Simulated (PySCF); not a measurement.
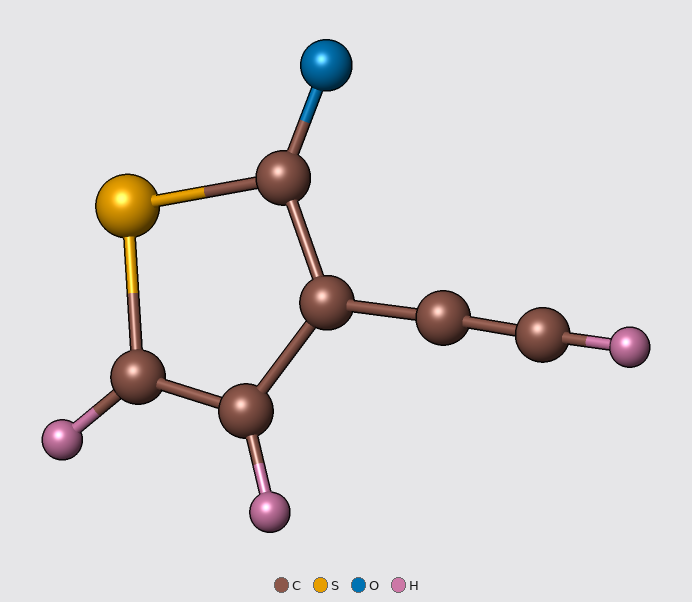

The picture shows a molecular structure as a ball-and-stick model.

Charge −1, singlet. Computed geometry: GFN2-xTB optimisation. No frequency run is at hand to confirm it as a minimum.

Identify the structure.

Formula C6H3OS(-). Its SMILES string is `C#Cc1ccsc1[O-]`. Independent rings (smallest set): 1 of 5 members, 1 of them aromatic. Among its groups: alkyne. This geometry has Cs symmetry. All atoms lie on one plane. Coordination: 2 C linear; 4 C trigonal planar; 1 S bent.

More results for the same structure follow; atom numbers are the same in all pictures, views and colours differ.

## Shape

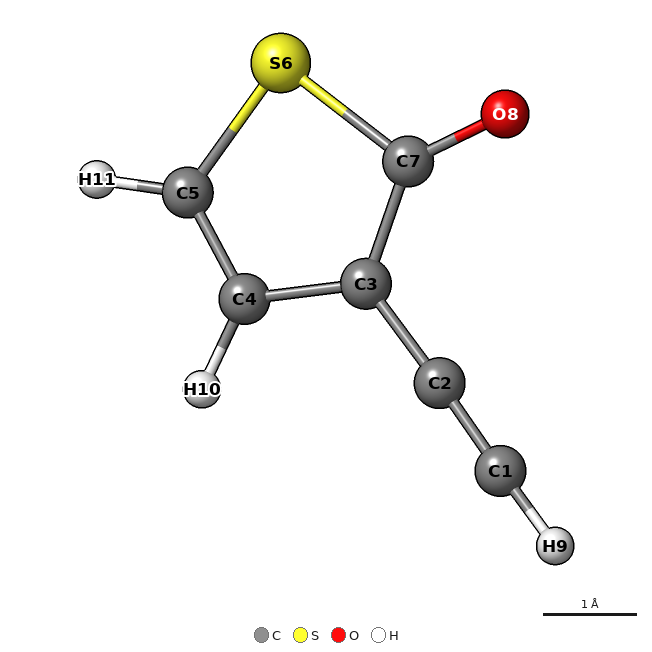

The atoms are numbered. No frequency run is at hand to confirm it as a minimum.

List the bonds and their lengths.

```json
{"bond": "C1–C2", "length (Å)": "1.205", "order": "triple"}
{"bond": "C1–H9", "length (Å)": "1.050", "order": "single"}
{"bond": "C2–C3", "length (Å)": "1.400", "order": "delocalised"}
{"bond": "C3–C4", "length (Å)": "1.420", "order": "aromatic"}
{"bond": "C3–C7", "length (Å)": "1.399", "order": "aromatic"}
{"bond": "C4–C5", "length (Å)": "1.349", "order": "aromatic"}
{"bond": "C4–H10", "length (Å)": "1.081", "order": "single"}
{"bond": "C5–S6", "length (Å)": "1.745", "order": "aromatic"}
{"bond": "C5–H11", "length (Å)": "1.074", "order": "single"}
{"bond": "S6–C7", "length (Å)": "1.857", "order": "aromatic"}
{"bond": "C7–O8", "length (Å)": "1.224", "order": "single"}
```

## Charges

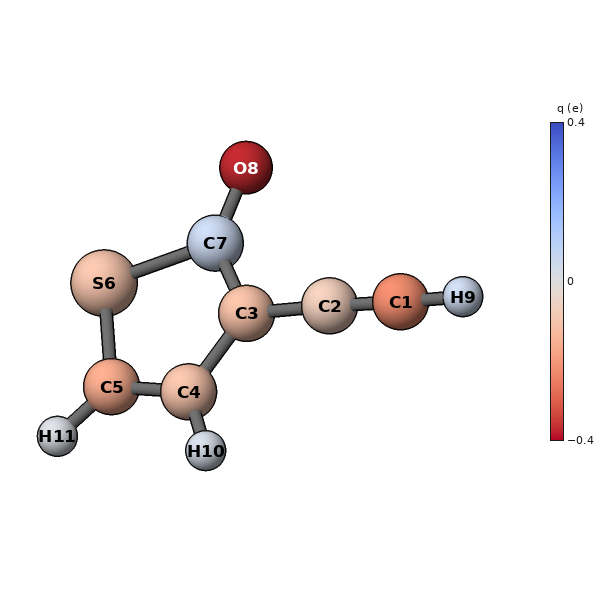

Atoms are coloured by their Hirshfeld charges. No frequency run is at hand to confirm it as a minimum. Method: PBE0/pcSseg-1, gas phase (PySCF 2.14.0).

Give the Hirshfeld charges atom by atom.

```csv
atom,value (e)
C1,−0.22
C2,−0.07
C3,−0.11
C4,−0.11
C5,−0.16
S6,−0.10
C7,0.05
O8,−0.37
H9,0.05
H10,0.03
H11,0.01
```

## Electronic properties

No frequency run is at hand to confirm it as a minimum. Properties computed with PBE0/def2-SVPD, gas phase (PySCF 2.14.0).

Predict the main results.

- HOMO energy (Kohn–Sham orbital): −0.73 eV
- mean static polarisability: 107.6 bohr³

## NMR shielding

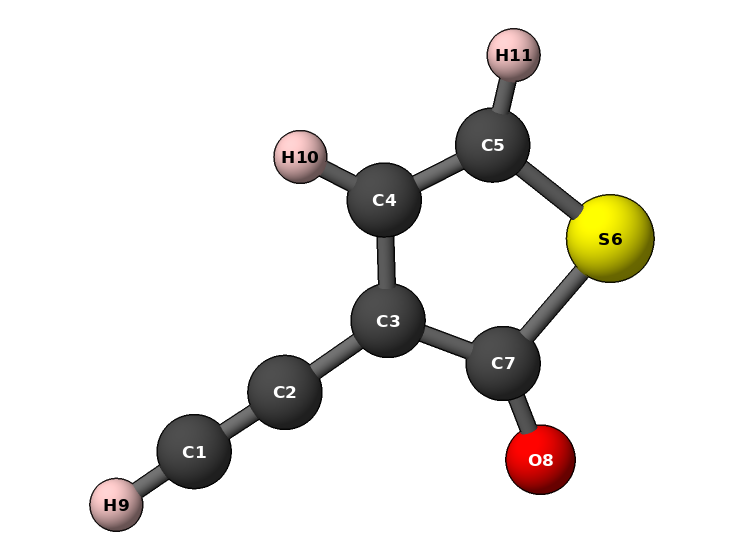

No frequency run is at hand to confirm it as a minimum. Level of theory: GIAO PBE0/pcSseg-1 NMR shielding, non-relativistic, gas phase (PySCF 2.14.0). Principal shieldings σ11 ≤ σ22 ≤ σ33, span Ω = σ33 − σ11, skew κ = 3(σiso − σ22)/Ω.

Give the shielding tensors of the O atoms.

```json
{"atom": "O8", "σ11": "−329.8", "σ22": "−96.9", "σ33": "295.9", "σiso": "−43.6", "Ω": "625.6", "κ": "0.26"}
```

Shieldings and span in ppm.
